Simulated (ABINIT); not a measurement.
# H3BrO (Cm): G0W0 with and without spin-orbit coupling

Is the spin-orbit change of the gap of H3BrO (Cm) the same in DFT and in GW?

Method: PBEsol and many-body steps on it, plane waves, in ABINIT 10.8.3.

## 1. Set-up

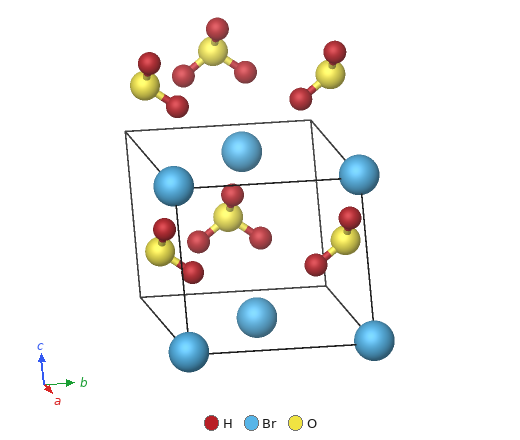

The starting structure, seen slightly off an axis (hydrogen red, bromine blue, oxygen yellow). 1×1×2 cells are drawn. This picture shows the conventional cell, with its axes. Some periodic images of atoms are drawn too.

The cell and positions are those that the Materials Project relaxed with its own functionals (PBE, PBE+U or r2SCAN), kept fixed.

## 2. Empty states on the mesh, 2×2×2 mesh, 46 bands

This step: ABINIT 10.8.3; DFT, PBEsol, plane waves, norm-conserving pseudopotentials.

The sums over transitions need many empty states on a uniform mesh; this step solves for them.

run.abi

```
acell 3*1.0 Angstrom
rprim 
  3.486419000000 -2.476209000000 0.000000000000
  3.486419000000 2.476209000000 -0.000000000000
  -1.714341000000 -0.000000000000 4.084576000000
ntypat 3
znucl 1 35 8
natom 5
typat 1 1 1 2 3
xred 
  0.314472000000 0.314472000000 0.352441000000
  0.642675000000 0.307942000000 0.680036000000
  0.307942000000 0.642675000000 0.680036000000
  0.016087000000 0.016087000000 0.988660000000
  0.460242000000 0.460242000000 0.536286000000
pp_dirpath "pseudos"
pseudos "H.upf, Br.upf, O.upf"
ecut 36
ngkpt 2 2 2
nshiftk 1
shiftk 0 0 0
kptopt 1
chksymbreak 0
iscf -2
irdden 1
istwfk *1
nband 46
nbdbuf 4
tolwfr 1e-09
nstep 60
prtvol 0
indata_prefix "in"
outdata_prefix "out"
tmpdata_prefix "tmp"
```

The run is started by

```sh
> OMP_NUM_THREADS=1 mpirun -n 8 abinit run.abi > log
```

Numbers of over 12 decimals in the logs are rounded to 6 here.

The program printed:

```text
.Version 10.8.3 of ABINIT. v10.8.2 released Aug 2026.

 Symmetries : space group Cm (#  8); Bravais mC (1-face-center monocl.)
[... echo of the input left out ...]
== DATASET  1 ==================================================================
-   mpi_nproc: 8, omp_nthreads: 1 (-1 if OMP is not activated)
-    --> not optimal distribution: autoparal keyword recommended in input file <--

--- !DatasetInfo
iteration_state: {dtset: 1, }
dimensions: {natom: 5, nkpt: 6, mband: 46, nsppol: 1, nspinor: 1, nspden: 1, mpw: 4928, }
cutoff_energies: {ecut:  36.0, pawecutdg:  -1.0, }
[...]
0.76499    0.80730    0.81838    0.83926    0.93208    0.96753    0.97313    0.99054
   1.00002    1.05490    1.07473    1.10637    1.11347    1.11370    1.14394    1.16355
   1.18539    1.20465    1.20714    1.23838    1.24077    1.25522
 prteigrs : prtvol=0 or 1, do not print more k-points.

== END DATASET(S) ==============================================================
================================================================================

 -outvars: echo values of variables after computation  --------
            nband          46
             nkpt           6
          spgroup           8
 [... the other variables as echoed above ...]

 Calculation completed.
```

Wall time 6.7 s (8 MPI ranks of Arm Neoverse V2, shared host); peak memory 0.54 GiB.

Numbers from this step:

```yaml
gap: 4.312 eV
k_of_the_valence_top: 0, 0, 0
k_of_the_conduction_bottom: 0, 0, 0
least_direct_gap: 4.312 eV
k_points_computed: 6
lowest_point_of_the_top_converged_band_above_the_valence_top: 30.81 eV
```

On this mesh the gap is 4.312 eV.

The density comes from a self-consistent run that is not shown.

## 3. Screening, 2×2×2 mesh, 42 bands, screening to 98 eV

The RPA dielectric matrix is built and inverted for each q.

This step: RPA screening on PBEsol, plane waves, norm-conserving pseudopotentials.

run.abi, as its differences from that of step 2:

```diff
@@ -23,10 +23,11 @@
 chksymbreak 0
-iscf -2
-irdden 1
 istwfk *1
-nband 46
-nbdbuf 4
-tolwfr 1e-09
-nstep 60
-prtvol 0
+occopt 1
+irdwfk 1
+optdriver 3
+nband 42
+ecuteps 3.6
+inclvkb 0
+awtr 1
+symchi 1
 indata_prefix "in"
```

The program printed:

```text
.Version 10.8.3 of ABINIT. v10.8.2 released Aug 2026.

 Symmetries : space group Cm (#  8); Bravais mC (1-face-center monocl.)
[... echo of the input left out ...]
== DATASET  1 ==================================================================
-   mpi_nproc: 8, omp_nthreads: 1 (-1 if OMP is not activated)

--- !DatasetInfo
iteration_state: {dtset: 1, }
dimensions: {natom: 5, nkpt: 6, mband: 42, nsppol: 1, nspinor: 1, nspden: 1, mpw: 4928, }
cutoff_energies: {ecut:  36.0, pawecutdg:  -1.0, }
electrons: {nelect:   1.60000000E+01, charge:   0.00000000E+00, occopt:   1.00000000E+00, tsmear:   1.00000000E-02, }

 SCREENING: Calculation of the susceptibility and dielectric matrices

 Based on a program developped by R.W. Godby, V. Olevano, G. Onida, and L. Reining.
 Incorporated in ABINIT by V. Olevano, G.-M. Rignanese, and M. Torrent.
.Using double precision arithmetic ; gwpc =  8

[... cell and pseudopotentials left out ...]
--------------------------------------------------------------------------------

 ==== K-mesh for the wavefunctions ====
 Number of points in the irreducible wedge :     6
[... list of points left out ...]
 Together with  2 symmetry operations and time-reversal symmetry
 yields     8 points in the full Brillouin Zone.

 ==== Q-mesh for the screening function ====
 Number of points in the irreducible wedge :     6
[... list of points left out ...]
 Together with  2 symmetry operations and time-reversal symmetry
 yields     8 points in the full Brillouin Zone.

 setmesh: FFT mesh size selected  =    27x   27x   27
          total number of points  =        19683

 vcoul_init : cutoff-mode = AUXILIARY_FUNCTION
 q-points for optical limit:   1
     1)      0.000010    0.000020    0.000030

- screening: taking advantage of time-reversal symmetry
- Maximum band index for partially occupied states nbvw = 8
- Remaining bands to be divided among processors   nbcw = 34
- Number of bands treated by each node ~4

 Number of electrons calculated from density =   16.0000; Expected =   16.0000
 average of density, n =  0.033619
 r_s =    1.9221
 omega_plasma =   17.6866 [eV]

 calculating chi0 at frequencies [eV] :
  1    0.000000E+00    0.000000E+00
  2    0.000000E+00    1.768664E+01

--------------------------------------------------------------------------------
  q-point number  1        q = ( 0.000000, 0.000000, 0.000000) [r.l.u.]
--------------------------------------------------------------------------------
[... chi0 elements left out ...]
 For q-point:  0.000010 0.000020 0.000030
  dielectric constant =   3.0486
  dielectric constant without local fields =   3.5094

  Average fulfillment of the sum rule on Im[epsilon] for q-point    1 :     51.90  [%]
[... wings left out ...]
  q-point number  2        q = ( 0.500000, 0.000000, 0.000000) [r.l.u.]
--------------------------------------------------------------------------------
[... chi0 elements left out ...]
  Average fulfillment of the sum rule on Im[epsilon] for q-point    2 :     64.76  [%]

 [... 4 further q-points ...]
```

The job ended after 2.4 s (8 MPI ranks; peak memory 0.1 GiB; 18 s of CPU time).

This step gave:

```
ε∞ with local fields, on this mesh, along the program's q direction : 3.049
the same without local fields                                       : 3.509
plasma frequency                                                    : 17.69 eV
plane waves in the screening matrix                                 : 159
```

Local fields lower ε∞ by 13 %. On a Γ-centred mesh this coarse the value itself is usually too large, while a short band sum pulls it down.

## 4. Scalar-relativistic

The self-energy is evaluated for the states that the input lists, and the levels follow from it, in one-shot runs by the linearised quasiparticle equation.

This step: G0W0 on PBEsol, plane waves, norm-conserving pseudopotentials.

run.abi, as its differences from that of step 3:

```diff
@@ -26,8 +26,15 @@
 irdwfk 1
-optdriver 3
+optdriver 4
 nband 42
+gwcalctyp 0
+ecutsigx 36
+symsigma 1
+nkptgw 1
+kptgw 
+  0.0000000000 0.0000000000 0.0000000000
+bdgw 
+  7 10
 ecuteps 3.6
-inclvkb 0
-awtr 1
-symchi 1
+irdscr 1
+ppmodel 1
 indata_prefix "in"
```

The program printed:

```text
.Version 10.8.3 of ABINIT. v10.8.2 released Aug 2026.

 Symmetries : space group Cm (#  8); Bravais mC (1-face-center monocl.)
[... echo of the input left out ...]
== DATASET  1 ==================================================================
-   mpi_nproc: 8, omp_nthreads: 1 (-1 if OMP is not activated)

--- !DatasetInfo
iteration_state: {dtset: 1, }
dimensions: {natom: 5, nkpt: 6, mband: 42, nsppol: 1, nspinor: 1, nspden: 1, mpw: 4928, }
cutoff_energies: {ecut:  36.0, pawecutdg:  -1.0, }
electrons: {nelect:   1.60000000E+01, charge:   0.00000000E+00, occopt:   1.00000000E+00, tsmear:   1.00000000E-02, }

 SIGMA: Calculation of the GW corrections

 Based on a program developped by R.W. Godby, V. Olevano, G. Onida, and L. Reining.
 Incorporated in ABINIT by V. Olevano, G.-M. Rignanese, and M. Torrent.
.Using double precision arithmetic ; gwpc =  8

[... cell and pseudopotentials left out ...]
--------------------------------------------------------------------------------

 ==== K-mesh for the wavefunctions ====
 Number of points in the irreducible wedge :     6
[... list of points left out ...]
 Together with  2 symmetry operations and time-reversal symmetry
 yields     8 points in the full Brillouin Zone.

 ==== Q-mesh for screening function ====
 Number of points in the irreducible wedge :     6
[... list of points left out ...]
 Together with  2 symmetry operations and time-reversal symmetry
 yields     8 points in the full Brillouin Zone.

 vcoul_init : cutoff-mode = AUXILIARY_FUNCTION
 q-points for optical limit:   1
     1)      0.000010    0.000020    0.000030
 setmesh: FFT mesh size selected  =    45x   45x   45
          total number of points  =        91125

 Number of electrons calculated from density =   16.0000; Expected =   16.0000
 average of density, n =  0.033619
 r_s =    1.9221
 omega_plasma =   17.6866 [eV]

 === KS Band Gaps ===
  >>>> For spin  1
   Minimum direct gap =   4.3122 [eV], located at k-point      :   0.0000  0.0000  0.0000
   Fundamental gap    =   4.3122 [eV], Top of valence bands at :   0.0000  0.0000  0.0000
                                       Bottom of conduction at :   0.0000  0.0000  0.0000
 SIGMA fundamental parameters:
 PLASMON POLE MODEL  1
 number of plane-waves for SigmaX                 4873
 number of plane-waves for SigmaC and W            159
 number of plane-waves for wavefunctions          4873
 number of bands                                    42
 number of independent spin polarizations            1
 number of spinorial components                      1
 number of k-points in IBZ                           6
 number of q-points in IBZ                           6
 number of symmetry operations                       2
 number of k-points in BZ                            8
 number of q-points in BZ                            8
 number of frequencies for dSigma/dE                 9
 frequency step for dSigma/dE [eV]                0.25
 number of omega for Sigma on real axis              0
 max omega for Sigma on real axis  [eV]           0.00
 zcut for avoiding poles [eV]                     0.10

 EPSILON^-1 parameters (SCR file):
 dimension of the eps^-1 matrix on file            159
 dimension of the eps^-1 matrix used               159
 number of plane-waves for wavefunctions          4873
 number of bands                                    42
 number of q-points in IBZ                           6
 number of frequencies                               2
 number of real frequencies                          1
 number of imag frequencies                          1

 matrix elements of self-energy operator (all in [eV])

 Perturbative Calculation

--- !SelfEnergy_ee
iteration_state: {dtset: 1, }
kpoint     : [   0.000,    0.000,    0.000, ]
spin       : 1
KS_gap     :    4.312
QP_gap     :    6.472
Delta_QP_KS:    2.160
data: !SigmaeeData |
     Band     E0 <VxcDFT>   SigX SigC(E0)      Z dSigC/dE  Sig(E)    E-E0       E
        7  -2.000 -13.272 -16.773   2.395   0.820  -0.219 -14.179  -0.907  -2.907
        8  -1.510 -12.898 -16.558   2.437   0.821  -0.218 -13.902  -1.004  -2.514
        9   2.802  -8.355  -4.214  -2.789   0.855  -0.170  -7.199   1.156   3.958
       10   6.680  -6.847  -2.663  -2.805   0.860  -0.163  -5.661   1.186   7.866

== END DATASET(S) ==============================================================
================================================================================

 -outvars: echo values of variables after computation  --------
           etotal      0.0000000000E+00
            nband          42
             nkpt           6
          spgroup           8
 [... the other variables as echoed above ...]

 Calculation completed.
```

Elapsed: 2.3 s, on 8 MPI ranks; peak memory 0.11 GiB; 17 s of CPU time.

This step gave:

- G0W0 gap on the points computed: 6.472 eV
- starting gap on the mesh: 4.312 eV
- k of the valence top: 0, 0, 0
- k of the conduction bottom: 0, 0, 0
- Z at the valence top: 0.821
- Z at the conduction bottom: 0.855
- least direct G0W0 gap on the computed points: 6.472 eV

The gap on the mesh goes from 4.31 eV to 6.47 eV, a correction of +2.16 eV.

## 5. Empty states on the mesh, 2×2×2 mesh, 92 bands

This step: DFT, PBEsol with spin-orbit coupling, plane waves, norm-conserving pseudopotentials.

run.abi, as its differences from that of step 4:

```diff
@@ -18,2 +18,3 @@
 ecut 36
+nspinor 2
 ngkpt 2 2 2
@@ -23,18 +24,10 @@
 chksymbreak 0
+iscf -2
+irdden 1
 istwfk *1
-occopt 1
-irdwfk 1
-optdriver 4
-nband 42
-gwcalctyp 0
-ecutsigx 36
-symsigma 1
-nkptgw 1
-kptgw 
-  0.0000000000 0.0000000000 0.0000000000
-bdgw 
-  7 10
-ecuteps 3.6
-irdscr 1
-ppmodel 1
+nband 92
+nbdbuf 8
+tolwfr 1e-09
+nstep 60
+prtvol 0
 indata_prefix "in"
```

The program printed:

```text
.Version 10.8.3 of ABINIT. v10.8.2 released Aug 2026.

 Symmetries : space group Cm (#  8); Bravais mC (1-face-center monocl.)
[... echo of the input left out ...]
== DATASET  1 ==================================================================
-   mpi_nproc: 8, omp_nthreads: 1 (-1 if OMP is not activated)
-    --> not optimal distribution: autoparal keyword recommended in input file <--

--- !DatasetInfo
iteration_state: {dtset: 1, }
dimensions: {natom: 5, nkpt: 6, mband: 92, nsppol: 1, nspinor: 2, nspden: 1, mpw: 4928, }
cutoff_energies: {ecut:  36.0, pawecutdg:  -1.0, }
[...]
1.11291    1.11291    1.11431    1.11431    1.14394    1.14394    1.16354    1.16354
   1.18537    1.18537    1.20464    1.20464    1.20713    1.20713    1.23837    1.23854
   1.24067    1.24078    1.25381    1.25543
 prteigrs : prtvol=0 or 1, do not print more k-points.

== END DATASET(S) ==============================================================
================================================================================

 -outvars: echo values of variables after computation  --------
            nband          92
             nkpt           6
          spgroup           8
 [... the other variables as echoed above ...]

 Calculation completed.
```

Wall time 32 s (8 MPI ranks); peak memory 0.68 GiB.

Numbers from this step:

* gap: 4.247 eV
* k of the valence top: 0, 0, 0
* k of the conduction bottom: 0, 0, 0
* least direct gap: 4.247 eV
* k points computed: 6
* lowest point of the top converged band, above the valence top: 30.75 eV

On this mesh the gap is 4.247 eV.

The density comes from a self-consistent run that is not shown, made with spin-orbit coupling and fully relativistic files.

## 6. Screening, 2×2×2 mesh, 84 bands, screening to 98 eV

This step: RPA screening on PBEsol with spin-orbit coupling, plane waves, norm-conserving pseudopotentials.

run.abi, as its differences from that of step 5:

```diff
@@ -24,10 +24,11 @@
 chksymbreak 0
-iscf -2
-irdden 1
 istwfk *1
-nband 92
-nbdbuf 8
-tolwfr 1e-09
-nstep 60
-prtvol 0
+occopt 1
+irdwfk 1
+optdriver 3
+nband 84
+ecuteps 3.6
+inclvkb 0
+awtr 1
+symchi 1
 indata_prefix "in"
```

The program printed:

```text
.Version 10.8.3 of ABINIT. v10.8.2 released Aug 2026.

 Symmetries : space group Cm (#  8); Bravais mC (1-face-center monocl.)
[... echo of the input left out ...]
== DATASET  1 ==================================================================
-   mpi_nproc: 8, omp_nthreads: 1 (-1 if OMP is not activated)

--- !DatasetInfo
iteration_state: {dtset: 1, }
dimensions: {natom: 5, nkpt: 6, mband: 84, nsppol: 1, nspinor: 2, nspden: 1, mpw: 4928, }
cutoff_energies: {ecut:  36.0, pawecutdg:  -1.0, }
electrons: {nelect:   1.60000000E+01, charge:   0.00000000E+00, occopt:   1.00000000E+00, tsmear:   1.00000000E-02, }

 SCREENING: Calculation of the susceptibility and dielectric matrices

 Based on a program developped by R.W. Godby, V. Olevano, G. Onida, and L. Reining.
 Incorporated in ABINIT by V. Olevano, G.-M. Rignanese, and M. Torrent.
.Using double precision arithmetic ; gwpc =  8

[... cell and pseudopotentials left out ...]
--------------------------------------------------------------------------------

 ==== K-mesh for the wavefunctions ====
 Number of points in the irreducible wedge :     6
[... list of points left out ...]
 Together with  2 symmetry operations and time-reversal symmetry
 yields     8 points in the full Brillouin Zone.

 ==== Q-mesh for the screening function ====
 Number of points in the irreducible wedge :     6
[... list of points left out ...]
 Together with  2 symmetry operations and time-reversal symmetry
 yields     8 points in the full Brillouin Zone.

 setmesh: FFT mesh size selected  =    27x   27x   27
          total number of points  =        19683

 vcoul_init : cutoff-mode = AUXILIARY_FUNCTION
 q-points for optical limit:   1
     1)      0.000010    0.000020    0.000030

- screening: taking advantage of time-reversal symmetry
- Maximum band index for partially occupied states nbvw = 16
- Remaining bands to be divided among processors   nbcw = 68
- Number of bands treated by each node ~8

 Number of electrons calculated from density =   16.0000; Expected =   16.0000
 average of density, n =  0.033619
 r_s =    1.9221
 omega_plasma =   17.6866 [eV]

 calculating chi0 at frequencies [eV] :
  1    0.000000E+00    0.000000E+00
  2    0.000000E+00    1.768664E+01

--------------------------------------------------------------------------------
  q-point number  1        q = ( 0.000000, 0.000000, 0.000000) [r.l.u.]
--------------------------------------------------------------------------------
[... chi0 elements left out ...]
 For q-point:  0.000010 0.000020 0.000030
  dielectric constant =   3.0567
  dielectric constant without local fields =   3.5182

  Average fulfillment of the sum rule on Im[epsilon] for q-point    1 :     51.90  [%]
[... wings left out ...]
  q-point number  2        q = ( 0.500000, 0.000000, 0.000000) [r.l.u.]
--------------------------------------------------------------------------------
[... chi0 elements left out ...]
  Average fulfillment of the sum rule on Im[epsilon] for q-point    2 :     64.76  [%]

 [... 4 further q-points ...]
```

It took 6.5 s on 8 MPI ranks; peak memory 1.4 GiB.

Numbers from this step:

| Item | Value |
| --- | --- |
| ε∞ with local fields, on this mesh, along the program's q direction | 3.057 |
| the same without local fields | 3.518 |
| plasma frequency | 17.69 eV |
| plane waves in the screening matrix | 159 |

(Continued in part 2 of 2.)

[Paths, hosts, dates, memory and timing lines, banners, echoed tables and standing remarks are left out of the program output.]

[Logs are printed without paths, hosts, clocks, repeated set-up lines and the standing remarks that a program may print on its own settings, such as how far it seeks lower states.]

[Runs of the session that timed out or met a known fault of the program may be left out.]

[Hosts, paths, dates, database ids (printed as entryN), source tags and the programs' standing remarks are cut or masked in the printed files.]

[G0W0 gaps are taken among the corrected bands and points alone; a level outside them can change the order at an edge.]

[Where Ansatz stands beside ABINIT at settings called matched, ABINIT's density can come from a denser mesh and the files from another edition; pairs whose starting gaps differed by over 0.03 eV were left out, so agreement reads better than it is.]
